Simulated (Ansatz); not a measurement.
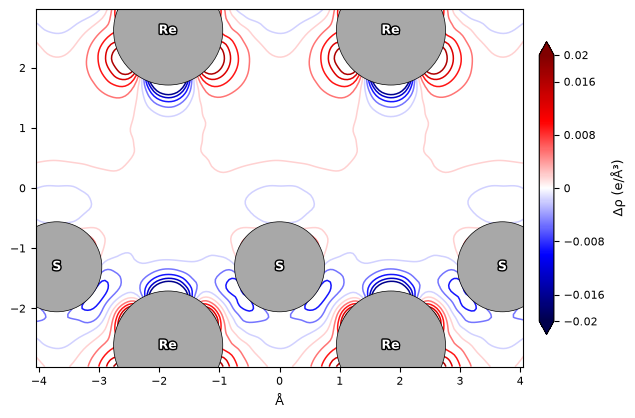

ReS. Difference of the valence pseudo-densities of two functionals at the same geometry, on the (011̄) plane of the calculation cell: one of PBE and r2SCAN less the other.

Both computed with Ansatz (plane waves, PAW), on the same k-point mesh. Grey discs cover the atomic cores.

```
CELL_PARAMETERS angstrom
0.00000 2.61842 2.61842
2.61842 0.00000 2.61842
2.61842 2.61842 0.00000
ATOMIC_POSITIONS crystal
Re 0.00000 0.00000 0.00000
S 0.25000 0.25000 0.25000
```

Q: Which was subtracted from which, and what does the map show?

A: It is PBE less r2SCAN. Against r2SCAN, PBE gives less density around S (−0.004 e/Å³ on average at 0.9 Å from the nucleus).
